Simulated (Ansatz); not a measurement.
**Vibrations of species on Ta(110)**

Aim: bond lengths and vibrational modes of species bound on Ta(110).

Method: DFT PBE, scalar-relativistic, plane waves, PAW; PAW set soft_1, in Ansatz 0.2.0.

**1. The bulk crystal behind the slab**

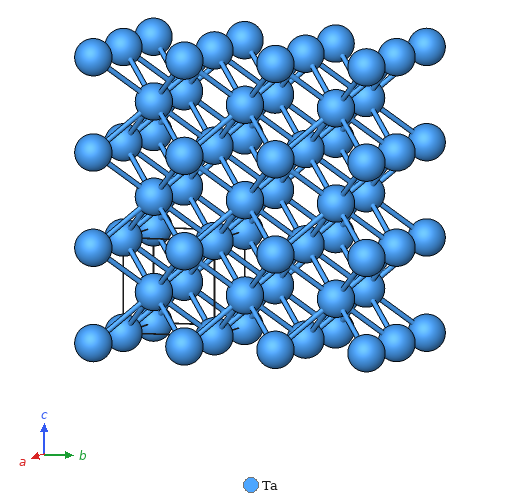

Start, viewed slightly off an axis; tantalum blue. 2×3×3 cells are drawn. This picture shows the conventional cell, with its axes. Some periodic images of atoms are drawn too.

**2. Relaxation of the host**

The host crystal is relaxed at the same level, and its volume sets the scale of the cells that follow.

input.yaml

```yaml
crystal:
  lattice:
    - [-1.655, 1.655, 1.655]
    - [1.655, -1.655, 1.655]
    - [1.655, 1.655, -1.655]
  atoms:
    - { symbol: Ta, position: [0.0, 0.0, 0.0] }
kpoints:
  mp_grid: { grid: [22, 22, 22] }
hamiltonian:
  xc: pbe
  pseudopotentials: { kind: paw, azcp: { folder: soft_1 } }
scf:
  occupations: { method: methfessel_paxton, width: 0.15 }
output:
  forces: true
  stress: true
  eigenvalues: true
relax:
  adjacent_minimum: "off"
  f_tol: 0.002
  max_steps: 60
  cell: { stress_tol: 0.02 }
```

Started as:

```console
$ ansatz run input.yaml --threads 8 --pin off --max-ram 20480MiB --backend cpu --events-out ev --progress --plain --runs-dir out
```

Numbers of over 12 decimals in the logs are rounded to 6 here.

Log:

```text
The last accepted step is kept in <dir> (removed where the run ends without a failure and the disk answers)
Engine: ansatz 0.2.0, aarch64-unknown-linux-gnu
Pseudopotentials: kind: paw
Pseudopotential: Ta, paw, valence charge 13, recommended cutoff 420 eV (normal), soft_1/Ta.paw.azcp
Functional definition: PBE
  parameter kappa = 0.804
  parameter beta = 0.066725
  exchange = pbe_x(kappa = kappa, mu = beta*pi^2/3)
[...]
--- Relaxed structure (4 steps of the walk, 3 accepted, 1 SCFs on fresh bases) ---
  F+E_penalty+E_count = -9933.23207477 eV   max|allowed force component| = 0.000e0 eV/Å   (the final SCF, on the basis selected at the relaxed cell)
  cell:  # Å, volume = 18.2960 Å³
    - [-1.659963, 1.659963, 1.659963]
    - [1.659963, -1.659963, 1.659963]
    - [1.659963, 1.659963, -1.659963]
  atoms:
    - { symbol: Ta, position: [0.0, 0.0, 0.0] }
[key lines of the parts left out:]
SCF converged after 4 iterations
Free energy (F): -9933.232075 eV
Fermi energy:    18.164296 eV
P = ⅓ Tr σ = -0.0002 GPa (-0.002 kbar)
```

It took 4.4 s on 8 threads of Arm Neoverse N1, shared host; peak memory 0.37 GiB.

Step by step:

```
step  energy less that of the first step (eV)  largest force component (eV/Å)  pressure (GPa)  volume (Å³)
   1                                   0.0000                          0.0000            1.76        18.13
   2                                   0.0064                          0.0000           -4.71        18.77
   3                                  -0.0009                          0.0000           -0.06        18.30
   4                                  -0.0009                          0.0000            0.00        18.30
  5*                                  -0.0009                          0.0000            0.00        18.30
```

Relaxation steps marked * repeat the geometry before them on a plane-wave basis chosen anew for their cell, so energy and pressure can jump there. Relaxation step 2 was tried and not accepted.

```
conventional cell, symmetrised  before  after  change
                         a (Å)   3.310  3.320  +0.3 %
                         b (Å)   3.310  3.320  +0.3 %
                         c (Å)   3.310  3.320  +0.3 %
              volume (Å³/atom)   18.13  18.30  +0.9 %
```

The relaxed structure:

```xyz
1
Lattice="-1.6600 1.6600 1.6600 1.6600 -1.6600 1.6600 1.6600 1.6600 -1.6600" Properties=species:S:1:pos:R:3 pbc="T T T"
Ta    0.0000    0.0000    0.0000
```

Numbers from this step:

```
pressure          : -2.48e-4 GPa
volume per atom   : 18.30 Å³
gap on the k-mesh : 0 eV
```

The forces vanish by symmetry.

The cell grew by 0.9 % in volume.

**3. Letting the atoms settle: F at the threefold hollow site, 1 monolayer**

The slab carries F at the threefold hollow site, 1 monolayer. Its plane takes the lattice constant of the bulk relaxed at this level. The lowest layers are held, and the other atoms relax. The program lengthens the typed cell of 23.3 Å along the normal to 40.3 Å, as its cut-off of the electrostatics needs, and moves no atom.

System of this step: F at the threefold hollow site, 1 monolayer on Ta(110). The cell holds 5 atoms: 4 Ta and 1 F. Its edges and angles: a = 3.320 Å, b = 2.875 Å, c = 40.253 Å, α = 90.0°, β = 90.0°, γ = 54.7°. It derives from Ta. Vacuum lies along c.

input.yaml

```yaml
crystal:
  lattice:
    - [3.3199269426, 0.0, 0.0]
    - [1.6599634713, 2.3475393981, 0.0]
    - [0.0, 0.0, 23.2713839689]
  atoms:
    - { symbol: Ta, position: [0.5, 0.0, 0.323251] }
    - { symbol: Ta, position: [0.0, 0.0, 0.424128] }
    - { symbol: Ta, position: [0.5, 0.0, 0.525004] }
    - { symbol: Ta, position: [0.0, 0.0, 0.625881] }
    - { symbol: F, position: [0.375, 0.25, 0.676749] }
  periodic: [true, true, false]
kpoints:
  mp_grid: { grid: [12, 12, 1] }
hamiltonian:
  xc: pbe
  pseudopotentials: { kind: paw, azcp: { folder: soft_1 } }
scf:
  occupations: { method: methfessel_paxton, width: 0.15 }
output:
  forces: true
  eigenvalues: true
relax:
  adjacent_minimum: "off"
  f_tol: 0.003
  max_steps: 120
  constraints: [{ sites: [0, 1] }]
```

Log:

```text
Warning: crystal.periodic: the lattice vector that does not repeat stood 0.000° off the slab's normal, 23.271 Å along it as the deck builds it. The run solves the slab on a vector along the normal, 40.253 Å long, with every atom where it was (on the deck's vector they left 15.04 Å outside them, and the widest stretch free of ions among them is 2.35 Å). A fractional position that the run reports is one of the run's ce [...]
[...]
crystal.periodic: the lattice vector that does not repeat stood 0.000° off the slab's normal, 23.271 Å along it as the deck builds it. The run solves the slab on a vector along the normal, 40.253 Å long, with every atom where it was (on the deck's vector they left 15.04 Å outside them, and the widest stretch free of ions among them is 2.35 Å). A fractional position that the run reports is one of the run's cell, which [...]
[...]
Crystal: 5 atoms, lattice volume = 313.716 Å³
Basis set: ecut = 420 eV, 6125 PW (Γ), exchange–correlation on 48×40×540 points (8 copies of the dense FFT grid, shifted against one another)
Bands: 36, of which v1, the nominal top of the filled ones, is band 30 counted from 1 (29 counted from 0)
Symmetry: 2 space group operations
[...]
k-points: 43 of 144 (time reversal used)
[...]
SCF iter   1: F=—  HF=-40543.414042 eV  |F-HF|=—  |Δ(HF+E_count)|=         —  Δρ=3.67e-2  dr2=4.21e1  ethr=3.10e-3  ⟨swp⟩=11.6  Hψ=10876  notcnv=0
[...]
SCF iter  14: F=-40540.362019 eV  HF=-40540.362019 eV  |F-HF|=3.61e-9  |Δ(HF+E_count)|=   2.00e-8  S|Δr|=    0.00e0  Δρ=2.64e-7  dr2=5.10e-10  ethr=1.25e-11  ⟨swp⟩=3.5  Hψ=5316  notcnv=0
SCF 1 converged in 14 iterations: F = -40540.362019 eV  dr2 = 5.10e-10
[...]
relax step   1: F+E_penalty+E_count = -40540.36201921 eV  Δ(F+E_penalty+E_count) = +0.000e0 eV  max|allowed force component| = 3.509e0 eV/Å  Δτ_max = 0.0000 Å  (14 SCF iters, dr2 threshold 2.25e-7 eV, accepted)
[...]
SCF iter   6: F=-40540.701926 eV  HF=-40540.701927 eV  |F-HF|=1.21e-6  |Δ(HF+E_count)|=   1.56e-5  S|Δr|=    0.00e0  Δρ=4.61e-5  dr2=9.55e-6  ethr=1.69e-7  ⟨swp⟩=20.4  Hψ=12012  notcnv=0
SCF 2 converged in 6 iterations: F = -40540.701926 eV  dr2 = 9.55e-6
relax step   2: F+E_penalty+E_count = -40540.70192579 eV  Δ(F+E_penalty+E_count) = -3.399e-1 eV  max|allowed force component| = 7.717e-1 eV/Å  Δτ_max = 0.1944 Å  (6 SCF iters, dr2 threshold 1.00e-4 eV, accepted)
[...]
SCF iter   6: F=-40540.743005 eV  HF=-40540.743004 eV  |F-HF|=6.74e-7  |Δ(HF+E_count)|=   9.81e-6  S|Δr|=    0.00e0  Δρ=2.55e-5  dr2=2.93e-6  ethr=6.31e-8  ⟨swp⟩=19.9  Hψ=11927  notcnv=0
SCF 3 converged in 6 iterations: F = -40540.743005 eV  dr2 = 2.93e-6
relax step   3: F+E_penalty+E_count = -40540.74300512 eV  Δ(F+E_penalty+E_count) = -4.108e-2 eV  max|allowed force component| = 3.365e-1 eV/Å  Δτ_max = 0.1453 Å  (6 SCF iters, dr2 threshold 3.72e-5 eV, accepted)
[...]
relax step   4: F+E_penalty+E_count = -40540.76041662 eV  Δ(F+E_penalty+E_count) = -1.741e-2 eV  max|allowed force component| = 9.009e-2 eV/Å  Δτ_max = 0.0763 Å  (6 SCF iters, dr2 threshold 7.08e-6 eV, accepted)
[...]
relax step   5: F+E_penalty+E_count = -40540.76080476 eV  Δ(F+E_penalty+E_count) = -3.881e-4 eV  max|allowed force component| = 3.601e-3 eV/Å  Δτ_max = 0.0108 Å  (5 SCF iters, dr2 threshold 5.82e-7 eV, accepted)
[...]
relax step   6: F+E_penalty+E_count = -40540.76080481 eV  Δ(F+E_penalty+E_count) = -4.844e-8 eV  max|allowed force component| = 3.617e-3 eV/Å  Δτ_max = 0.0000 Å  (3 SCF iters, accepted)
[...]
relax step   7: F+E_penalty+E_count = -40540.76068765 eV  Δ(F+E_penalty+E_count) = +1.172e-4 eV  max|allowed force component| = 1.082e-2 eV/Å  Δτ_max = 0.0332 Å  (6 SCF iters, rejected (line search))
SCF iter   1: F=—  HF=-40540.761336 eV  |F-HF|=—  |Δ(HF+E_count)|=         —  Δρ=9.04e-4  dr2=1.25e-3  ethr=2.38e-5  ⟨swp⟩=3.1  Hψ=3341  notcnv=0  defer=32
[...]
SCF iter   6: F=-40540.760859 eV  HF=-40540.760859 eV  |F-HF|=1.47e-8  |Δ(HF+E_count)|=   4.97e-8  S|Δr|=    0.00e0  Δρ=8.68e-7  dr2=4.12e-9  ethr=1.53e-11  ⟨swp⟩=16.1  Hψ=12151  notcnv=0
SCF 8 converged in 6 iterations: F = -40540.760859 eV  dr2 = 4.12e-9
relax step   8: F+E_penalty+E_count = -40540.76085911 eV  Δ(F+E_penalty+E_count) = -5.430e-5 eV  max|allowed force component| = 1.939e-3 eV/Å  Δτ_max = 0.0138 Å  (6 SCF iters, accepted)
SCF converged after 6 iterations
[...]
Free energy (F): -40540.760859 eV
[...]
Internal energy: -40540.756898 eV  (E = F + TS)
E sigma→0 (E₀):  -40540.759869 eV
Entropy (-TS):   -0.003961 eV (-0.792 meV/atom)
Fermi energy:    -4.714337 eV
Step filling:    the computed levels leave a gap of 0.0041 eV = 0.0 smearing widths at the electron count; against every level under it full and every level over it empty, smearing changes F+E_penalty+E_count by -1.632 meV and its σ→0 estimate by -0.642 meV
[...]
--- Forces (eV/Å), atoms counted from 1 ---
  atom   1  Ta    -0.00000000    -0.01635618     0.39628736
  atom   2  Ta     0.00000000     0.01670616    -0.39665975
  atom   3  Ta    -0.00000000     0.00098392     0.00017153
  atom   4  Ta     0.00000000    -0.00120458     0.00193898
  atom   5  F     -0.00000000    -0.00017135    -0.00173062
  max |Σ_I F_I| component: 4.20e-5 eV/Å
--- Band table (eV; the first three rows and the last of 43) ---
  k-point 0: bands = [... 26 lower, -5.0939, -5.0639, -4.6829, -4.2851, -4.1271, -3.9644, -3.6885, -2.4988, ... 2 higher]
  k-point 1: bands = [... 26 lower, -5.0657, -4.8422, -4.6319, -4.3646, -4.1491, -4.0174, -3.7982, -2.7549, ... 2 higher]
  k-point 2: bands = [... 26 lower, -5.1176, -4.7909, -4.4977, -4.4566, -4.2911, -3.8297, -3.7337, -3.2891, ... 2 higher]
  k-point 42: bands = [... 26 lower, -5.9123, -5.5454, -5.4807, -4.7177, -4.4126, -3.9957, -2.7787, -2.1138, ... 2 higher]
--- Relaxed structure (8 steps of the walk, 7 accepted, 0 SCFs on fresh bases) ---
  F+E_penalty+E_count = -40540.76085911 eV   max|allowed force component| = 1.939e-3 eV/Å
  cell:  # Å, volume = 313.7164 Å³
    - [3.3199269426, 0.0, 0.0]
    - [1.6599634713, 2.3475393981, 0.0]
    - [0.0, 0.0, 40.252775]
  atoms:
    - { symbol: Ta, position: [0.5, 0.0, 0.186881] }
    - { symbol: Ta, position: [0.0, 0.0, 0.245202] }
    - { symbol: Ta, position: [0.496900, 0.0062008, 0.302765] }
    - { symbol: Ta, position: [0.00523289, -0.010466, 0.359926] }
    - { symbol: F, position: [0.353905, 0.292190, 0.395469] }
```

The job ended after 98 s (8 threads; peak memory 1 GiB).

This run has no spin polarisation although its electron count is odd.

Step by step:

```
step  energy less that of the first step (eV)  largest force component (eV/Å)
   1                                   0.0000                          3.5090
   2                                  -0.3399                          0.7717
   3                                  -0.3810                          0.3365
   4                                  -0.3984                          0.0901
   5                                  -0.3988                          0.0036
   6                                  -0.3988                          0.0036
   7                                  -0.3987                          0.0108
   8                                  -0.3988                          0.0019
```

Relaxation step 7 was tried and not accepted.

The run keeps the 2 symmetry operations that it works with, so distortions that break them were not tested.

The atoms that moved most (Å):

```
atom     dx      dy      dz  length
  F5  0.000   0.099   0.170   0.197
 Ta4  0.000  -0.025  -0.077   0.081
 Ta3  0.000   0.015  -0.030   0.034
```

Final coordinates:

```xyz
5
Lattice="3.3199 0.0000 0.0000 1.6600 2.3475 0.0000 0.0000 0.0000 40.2528" Properties=species:S:1:pos:R:3
Ta    1.6600    0.0000    7.5225
Ta    0.0000    0.0000    9.8700
Ta    1.6600    0.0146   12.1871
Ta    0.0000   -0.0246   14.4880
F     1.6600    0.6859   15.9187
```

The largest force component left on a free atom is 1.9 meV/Å.

**4. Force constants among chosen sites: F at the threefold hollow site, 1 monolayer**

Only 2 sites are displaced (1 Ta and 1 F), with their periodic images, and all others stay at rest. This gives the modes that are localised on these sites for less work than the whole matrix.

input.yaml, the sections that differ from step 3:

```yaml
crystal:
  lattice:
    - [3.3199269426, 0.0, 0.0]
    - [1.6599634713, 2.3475393981, 0.0]
    - [0.0, 0.0, 40.2527753805]
  atoms:
    - { symbol: Ta, position: [0.5, 0.0, 0.1868814776] }
    - { symbol: Ta, position: [0.0, 0.0, 0.2452016152] }
    - { symbol: Ta, position: [0.4968995982, 0.0062008036, 0.3027651137] }
    - { symbol: Ta, position: [0.0052328913, -0.0104657826, 0.359925646] }
    - { symbol: F, position: [0.3539050155, 0.2921899691, 0.3954687122] }
  periodic: [true, true, false]
output:
  eigenvalues: true
phonons:
  method: fd
  supercell: [1, 1, 1]
  displaced_sites: [3, 4]
  rigid_motions: translations
# kpoints, hamiltonian, scf: as in step 3
# relax: removed
```

Log:

```text
[...]
Crystal: 5 atoms, lattice volume = 313.716 Å³
Basis set: ecut = 420 eV, 6125 PW (Γ), exchange–correlation on 48×40×540 points (8 copies of the dense FFT grid, shifted against one another)
Bands: 36, of which v1, the nominal top of the filled ones, is band 30 counted from 1 (29 counted from 0)
Symmetry: 2 space group operations
k-points: 43 of 144 (time reversal used)
[...]
SCF iter   1: F=—  HF=-40543.639977 eV  |F-HF|=—  |Δ(HF+E_count)|=         —  Δρ=3.75e-2  dr2=4.48e1  ethr=3.10e-3  ⟨swp⟩=11.7  Hψ=10913  notcnv=0
[...]
SCF iter  14: F=-40540.760859 eV  HF=-40540.760859 eV  |F-HF|=1.60e-10  |Δ(HF+E_count)|=  4.15e-10  S|Δr|=    0.00e0  Δρ=3.76e-8  dr2=1.02e-11  ethr=1.00e-12  ⟨swp⟩=22.0  Hψ=10558  notcnv=0
SCF 1 converged in 14 iterations: F = -40540.760859 eV  dr2 = 1.02e-11
[...]
SCF iter   7: F=-40540.760837 eV  HF=-40540.760837 eV  |F-HF|=0.00e0  |Δ(HF+E_count)|=  8.80e-10  S|Δr|=    0.00e0  Δρ=2.76e-8  dr2=3.84e-12  ethr=1.00e-12  ⟨swp⟩=10.6  Hψ=12329  notcnv=0
SCF 2 converged in 7 iterations: F = -40540.760837 eV  dr2 = 3.84e-12
[...]
SCF iter   5: F=-40540.760843 eV  HF=-40540.760843 eV  |F-HF|=3.64e-11  |Δ(HF+E_count)|=  1.02e-10  S|Δr|=    0.00e0  Δρ=2.33e-8  dr2=1.25e-12  ethr=1.00e-12  ⟨swp⟩=10.7  Hψ=12478  notcnv=0
SCF 3 converged in 5 iterations: F = -40540.760843 eV  dr2 = 1.25e-12
Symmetry: 1 space group operations
k-points: 74 of 144 (time reversal used)
[...]
SCF iter   8: F=-40540.760829 eV  HF=-40540.760829 eV  |F-HF|=2.04e-10  |Δ(HF+E_count)|=   2.18e-9  S|Δr|=    0.00e0  Δρ=2.79e-8  dr2=5.34e-12  ethr=1.00e-12  ⟨swp⟩=11.2  Hψ=19221  notcnv=0
SCF 4 converged in 8 iterations: F = -40540.760829 eV  dr2 = 5.34e-12
[...]
SCF iter   5: F=-40540.760822 eV  HF=-40540.760822 eV  |F-HF|=5.82e-11  |Δ(HF+E_count)|=  1.38e-10  S|Δr|=    0.00e0  Δρ=1.26e-8  dr2=9.12e-13  ethr=1.00e-12  ⟨swp⟩=8.0  Hψ=16059  notcnv=0
SCF 5 converged in 5 iterations: F = -40540.760822 eV  dr2 = 9.12e-13
[...]
SCF iter   7: F=-40540.760845 eV  HF=-40540.760845 eV  |F-HF|=7.28e-12  |Δ(HF+E_count)|=  1.60e-10  S|Δr|=    0.00e0  Δρ=1.30e-8  dr2=5.27e-13  ethr=1.00e-12  ⟨swp⟩=11.2  Hψ=10775  notcnv=0
SCF 6 converged in 7 iterations: F = -40540.760845 eV  dr2 = 5.27e-13
[...]
SCF iter   5: F=-40540.760846 eV  HF=-40540.760846 eV  |F-HF|=0.00e0  |Δ(HF+E_count)|=  1.09e-10  S|Δr|=    0.00e0  Δρ=2.97e-8  dr2=1.27e-12  ethr=1.00e-12  ⟨swp⟩=10.0  Hψ=11481  notcnv=0
SCF 7 converged in 5 iterations: F = -40540.760846 eV  dr2 = 1.27e-12
[...]
SCF iter   8: F=-40540.760835 eV  HF=-40540.760835 eV  |F-HF|=5.09e-11  |Δ(HF+E_count)|=  6.04e-10  S|Δr|=    0.00e0  Δρ=1.99e-8  dr2=3.00e-12  ethr=1.00e-12  ⟨swp⟩=10.9  Hψ=18810  notcnv=0
SCF 8 converged in 8 iterations: F = -40540.760835 eV  dr2 = 3.00e-12
[...]
SCF iter   5: F=-40540.760841 eV  HF=-40540.760841 eV  |F-HF|=2.18e-11  |Δ(HF+E_count)|=  1.46e-11  S|Δr|=    0.00e0  Δρ=1.86e-8  dr2=5.22e-13  ethr=1.00e-12  ⟨swp⟩=9.8  Hψ=20016  notcnv=0
SCF 9 converged in 5 iterations: F = -40540.760841 eV  dr2 = 5.22e-13
SCF converged after 14 iterations
[...]
Free energy (F): -40540.760859 eV
[...]
Internal energy: -40540.756898 eV  (E = F + TS)
E sigma→0 (E₀):  -40540.759869 eV
Entropy (-TS):   -0.003961 eV (-0.792 meV/atom)
Fermi energy:    -4.714350 eV
[...]
--- Forces (eV/Å), atoms counted from 1 ---
  atom   1  Ta     0.00000000    -0.01635606     0.39629179
  atom   2  Ta    -0.00000000     0.01670556    -0.39666726
  atom   3  Ta    -0.00000000     0.00099081     0.00013688
  atom   4  Ta     0.00000000    -0.00118557     0.00196895
  atom   5  F     -0.00000000    -0.00015487    -0.00173188
  max |Σ_I F_I| component: 1.51e-6 eV/Å
--- Band table (eV; the first three rows and the last of 43) ---
  k-point 0: bands = [... 26 lower, -5.0940, -5.0639, -4.6829, -4.2851, -4.1272, -3.9644, -3.6885, -2.4989, ... 2 higher]
  k-point 1: bands = [... 26 lower, -5.0657, -4.8422, -4.6319, -4.3646, -4.1491, -4.0174, -3.7982, -2.7550, ... 2 higher]
  k-point 2: bands = [... 26 lower, -5.1176, -4.7909, -4.4977, -4.4566, -4.2911, -3.8297, -3.7338, -3.2891, ... 2 higher]
  k-point 42: bands = [... 26 lower, -5.9123, -5.5454, -5.4808, -4.7177, -4.4126, -3.9957, -2.7787, -2.1138, ... 2 higher]
--- Phonons: 8 displaced members + reference (amplitude 0.0025 Å, Σ member SCF iterations 50) ---
  symmetry images taken by strict's conditions (phonons.symmetry_images: auto; settled by no image being taken that strict refuses)
  force constants formed among 2 of 5 sites (Ta 3, F 4); the other 3 at rest. The modes move the named sites alone.
  the frequencies, the zero-point energy and the sums are of the block with the acoustic sum rule laid on its rows. Row sums over every site: 2.2e-4 eV/Å² at the most
  transpose residual: 1.6e-4 eV/Å²
  largest component of a force at the reference: 2.0e-3 eV/Å on a named site, 4.0e-1 eV/Å on a site at rest
  frequencies among the named sites at Γ of the cell (cm⁻¹): 52.42 63.10 89.17 157.37 250.62 442.99
  unstable modes among the named sites: 0
  frequencies as built, with no sum rule (cm⁻¹): 52.42 63.10 89.17 157.37 250.62 442.99
  zero-point energy: 0.065443 eV/cell   skipped modes (ω ≤ 0): 0
  not written: the harmonic force-constant file, the file of eigenvectors (these modes' are written with the force constants), the density of states and the dispersion, which are of every site
```

The job ended after 2.2 min (8 threads; peak memory 1.3 GiB).

The column dr2 measures how far the density is from self-consistency, as an energy; F and HF (Harris–Foulkes) agree once it is small.

The other atoms of the cell are at rest; shares are of the kinetic energy, a minus sign marks an imaginary mode, and where like sites share a mode the one named is one choice of several. Modes of the displaced sites:

```
mode  frequency (cm⁻¹)  share of Ta (%)  share of F (%)  site with the largest share  its share (%)
   1              52.4               90              10                          Ta4             90
   2              63.1               93               7                          Ta4             93
   3              89.2               90              10                          Ta4             90
   4             157.4                7              93                           F5             93
   5             250.6                9              91                           F5             91
   6             443.0               10              90                           F5             90
```

The highest mode of the block lies at 443.0 cm⁻¹; the acoustic sum rule moved it by 0.0 cm⁻¹.

[end of part 1 of 2]

[Logs are printed without paths, hosts, clocks, repeated set-up lines and the standing remarks that a program may print on its own settings, such as how far it seeks lower states.]

[Hosts, paths, dates, database ids (printed as entryN), source tags and the programs' standing remarks are cut or masked in the printed files.]
